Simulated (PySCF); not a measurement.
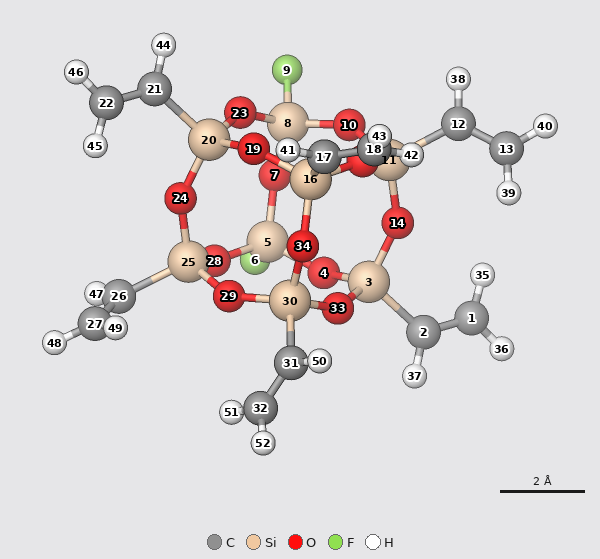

The structure as given in the input (ball-and-stick view, seen at a tilt; atoms are numbered from 1 in the order of the input). Bond lengths as drawn: C–C 1.32 Å, C–H 1.08 Å, C–Si 1.87 to 1.88 Å, F–Si 1.59 Å and O–Si 1.60 to 1.63 Å.

# Run report: C12H18F2O12Si8, NMR shielding calculation

The run: NMR shielding calculation of C12H18F2O12Si8. Method and program: GIAO KT3/pcSseg-1 NMR shielding, non-relativistic, gas phase (PySCF 2.14.0).

The geometry comes from this level: GFN2-xTB. Figures and captions count atoms from 1; the log counts them from 0 in places.

### Input file
```
{"job": {"kind": "nmr", "xc": "KT3", "basis": "pcSseg-1", "pop": false}, "charge": 0, "multiplicity": 1}
C      5.139225    -1.694172    -0.934898
C      3.921341    -2.181361    -0.748444
Si     2.346251    -1.164287    -0.731269
O      1.698801    -1.166423    -2.224766
Si     0.476305    -0.645435    -3.113564
F      0.742703    -1.179413    -4.588619
O      0.443274     0.954196    -3.234618
Si     0.263547     2.279579    -2.348097
F      0.390736     3.494812    -3.367893
O      1.441406     2.480857    -1.285980
Si     2.124074     1.835617     0.041389
C      3.537982     2.953305     0.556809
C      4.616116     2.547687     1.210770
O      2.689174     0.353469    -0.282626
O      1.038211     1.772138     1.240026
Si    -0.381121     1.193457     1.766932
C     -0.724990     1.845129     3.491769
C      0.194510     2.232893     4.362410
O     -1.595910     1.686497     0.811773
Si    -2.235016     1.690557    -0.674964
C     -3.803748     2.716038    -0.673663
C     -5.023499     2.235119    -0.485709
O     -1.196670     2.395942    -1.709516
O     -2.562805     0.176562    -1.146210
Si    -2.006849    -1.313242    -1.459946
C     -3.434608    -2.397725    -2.008010
C     -4.212810    -3.087927    -1.187687
O     -0.934857    -1.259919    -2.681369
O     -1.314608    -1.943349    -0.141711
Si    -0.159708    -1.802609     0.986957
C     -0.307974    -3.225534     2.199973
C     -0.803939    -4.420698     1.917736
O      1.310989    -1.854479     0.303065
O     -0.337002    -0.425594     1.820859
H      5.303042    -0.641038    -1.090936
H      6.016407    -2.323584    -0.938283
H      3.812171    -3.247424    -0.593763
H      3.450544     4.003097     0.308493
H      4.750859     1.512328     1.474808
H      5.403696     3.225239     1.503184
H     -1.764934     1.896979     3.787886
H      1.242873     2.208221     4.117509
H     -0.061408     2.593045     5.347369
H     -3.688658     3.780687    -0.832001
H     -5.190656     1.182537    -0.331370
H     -5.898261     2.867297    -0.483436
H     -3.632673    -2.448714    -3.071011
H     -5.033436    -3.692921    -1.542404
H     -4.051459    -3.074458    -0.122771
H      0.048856    -3.042664     3.205347
H     -1.175671    -4.653920     0.934336
H     -0.860911    -5.208913     2.653074
```

The first line tells a small driver script what to run in PySCF; the rest is the geometry in Å.

Run on 2 CPU threads, shared host.

Run as:
```bash
OMP_NUM_THREADS=2 python <driver script> task.json out
```

### What the program printed
```
start: PBE on a coarse grid of 49291 points
cycle   1  E = -3882.6020786795  dE =  6.739e+00  |g| = 2.943e+00  |ddm| = 8.171e+00
cycle   2  E = -3879.5474971898  dE =  3.055e+00  |g| = 5.000e+00  |ddm| = 5.520e+00
cycle   3  E = -3884.0701928904  dE = -4.523e+00  |g| = 3.909e-01  |ddm| = 3.986e+00
cycle   4  E = -3884.0957757044  dE = -2.558e-02  |g| = 2.148e-01  |ddm| = 5.166e-01
cycle   5  E = -3884.1051443986  dE = -9.369e-03  |g| = 9.337e-02  |ddm| = 2.098e-01
cycle   6  E = -3884.1072242091  dE = -2.080e-03  |g| = 2.182e-02  |ddm| = 7.924e-02
cycle   7  E = -3884.1073338728  dE = -1.097e-04  |g| = 8.586e-03  |ddm| = 2.072e-02
final grid: 432774 points
cycle   8  E = -3927.5908023153  dE = -8.449e-02  |g| = 5.333e-01  |ddm| = 9.584e-01
cycle   9  E = -3927.5407662480  dE =  5.004e-02  |g| = 7.113e-01  |ddm| = 7.875e-01
cycle  10  E = -3927.6220699781  dE = -8.130e-02  |g| = 1.366e-01  |ddm| = 5.521e-01
cycle  11  E = -3927.6246661108  dE = -2.596e-03  |g| = 2.801e-02  |ddm| = 9.992e-02
cycle  12  E = -3927.6248187798  dE = -1.527e-04  |g| = 3.943e-03  |ddm| = 2.087e-02
cycle  13  E = -3927.6248223743  dE = -3.595e-06  |g| = 2.294e-03  |ddm| = 4.602e-03
cycle  14  E = -3927.6248201697  dE =  2.205e-06  |g| = 9.571e-04  |ddm| = 2.499e-03
cycle  15  E = -3927.6248234741  dE = -3.304e-06  |g| = 1.588e-04  |ddm| = 9.086e-04
cycle  16  E = -3927.6248222812  dE =  1.193e-06  |g| = 6.939e-05  |ddm| = 1.846e-04
converged SCF energy = -3927.6248222812

GIAO shielding tensors (ppm)
atom      isotropic    diamagn.    paramagn.     s11        s22        s33       span
  0 C       53.025     251.861    -198.836    -60.990     54.929    165.136    226.126
  1 C       58.555     268.007    -209.452    -43.164     54.789    164.041    207.205
  2 Si     449.021     900.803    -451.781    427.824    449.310    469.930     42.107
  3 O      227.302     416.346    -189.044    199.715    206.417    275.774     76.059
  4 Si     471.867     894.331    -422.464    465.882    472.373    477.347     11.465
  5 F      334.470     467.198    -132.728    294.417    294.599    414.395    119.978
  6 O      241.142     413.036    -171.894    208.276    231.142    284.008     75.731
  7 Si     471.541     893.785    -422.243    465.944    471.999    476.681     10.737
  8 F      334.834     466.666    -131.832    294.689    294.816    414.998    120.310
  9 O      228.702     416.117    -187.415    200.321    210.703    275.082     74.761
 10 Si     448.469     900.856    -452.387    430.836    445.607    468.964     38.128
 11 C       57.939     267.354    -209.415    -44.265     53.348    164.732    208.997
 12 C       53.448     254.190    -200.743    -60.610     55.683    165.270    225.879
 13 O      225.491     421.723    -196.232    194.797    209.136    272.540     77.743
 14 O      220.064     422.585    -202.521    189.953    202.175    268.063     78.110
 15 Si     451.228     902.541    -451.313    432.411    450.378    470.897     38.486
 16 C       57.974     269.571    -211.597    -44.377     53.892    164.406    208.783
 17 C       54.148     255.112    -200.965    -59.327     56.683    165.086    224.413
 18 O      214.311     421.593    -207.282    184.234    196.301    262.399     78.165
 19 Si     449.031     899.978    -450.947    430.043    446.954    470.096     40.053
 20 C       58.541     266.589    -208.048    -43.392     54.383    164.633    208.025
 21 C       53.437     252.930    -199.493    -60.447     55.517    165.241    225.688
 22 O      228.647     415.876    -187.229    200.452    209.898    275.591     75.139
 23 O      219.255     420.329    -201.074    189.547    200.360    267.859     78.312
 24 Si     448.508     900.721    -452.213    430.211    446.433    468.880     38.669
 25 C       57.792     267.275    -209.483    -44.330     53.127    164.579    208.909
 26 C       53.408     254.493    -201.085    -60.816     55.669    165.370    226.186
 27 O      228.597     416.358    -187.761    200.730    210.030    275.032     74.302
 28 O      225.790     423.278    -197.489    196.158    209.021    272.190     76.032
 29 Si     451.047     902.937    -451.891    432.592    450.562    469.986     37.393
 30 C       57.570     270.345    -212.775    -45.064     53.480    164.295    209.359
 31 C       54.069     254.768    -200.699    -59.605     56.626    165.187    224.792
 32 O      214.494     422.025    -207.531    186.300    194.918    262.262     75.962
 33 O      215.388     423.696    -208.309    186.937    196.818    262.408     75.471
 34 H       25.720      34.591      -8.871     21.760     24.203     31.197      9.437
 35 H       25.492      25.252       0.240     22.632     24.421     29.422      6.790
 36 H       25.860      32.632      -6.772     23.919     24.072     29.588      5.669
 37 H       25.765      30.220      -4.455     23.778     24.184     29.332      5.554
 38 H       25.749      37.851     -12.102     21.713     24.411     31.124      9.411
 39 H       25.480      25.623      -0.143     22.672     24.513     29.254      6.582
 40 H       25.891      34.320      -8.429     23.797     24.337     29.540      5.742
 41 H       25.831      37.736     -11.905     22.344     23.971     31.178      8.834
 42 H       25.590      27.856      -2.266     22.816     24.476     29.477      6.662
 43 H       25.825      29.815      -3.990     23.874     24.146     29.456      5.581
 44 H       25.804      36.506     -10.702     22.245     23.976     31.192      8.947
 45 H       25.536      25.027       0.508     22.827     24.438     29.342      6.515
 46 H       25.756      29.386      -3.630     23.741     24.202     29.327      5.586
 47 H       25.473      25.536      -0.063     22.637     24.557     29.226      6.589
 48 H       25.745      38.324     -12.579     21.646     24.491     31.098      9.452
 49 H       25.858      35.710      -9.851     23.721     24.316     29.537      5.815
 50 H       25.773      36.903     -11.131     21.758     24.395     31.165      9.407
 51 H       25.548      28.006      -2.458     22.631     24.555     29.459      6.829
```

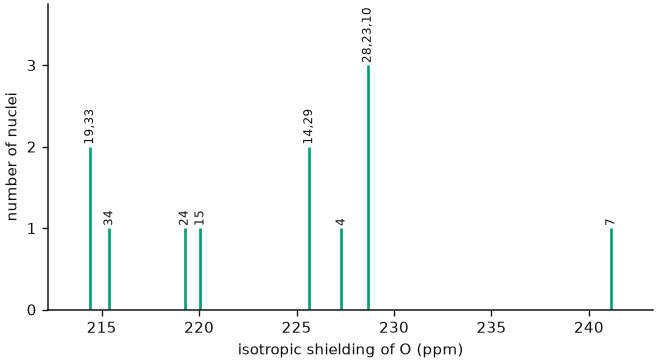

Isotropic shieldings of the oxygen nuclei in this fixed geometry, labelled by atom number; shielding grows to the right, so chemical shift grows to the left. The least shielded is O19 (214.3 ppm), the most shielded O7 (241.1 ppm).

### Key numbers

```csv
quantity,value
outcome,converged
total energy,−3927.624822 hartree
HOMO,−7.00 eV
LUMO,−1.64 eV
dipole moment,4.57 D
"isotropic shielding, C",53.0 to 58.6 ppm
"isotropic shielding, Si",448.5 to 471.9 ppm
"isotropic shielding, O",214.3 to 241.1 ppm
"isotropic shielding, F",334.5 to 334.8 ppm
"isotropic shielding, H",25.5 to 25.9 ppm
wall time,2.1 min (CPU time 4 min)
peak memory,1.4 GiB
```
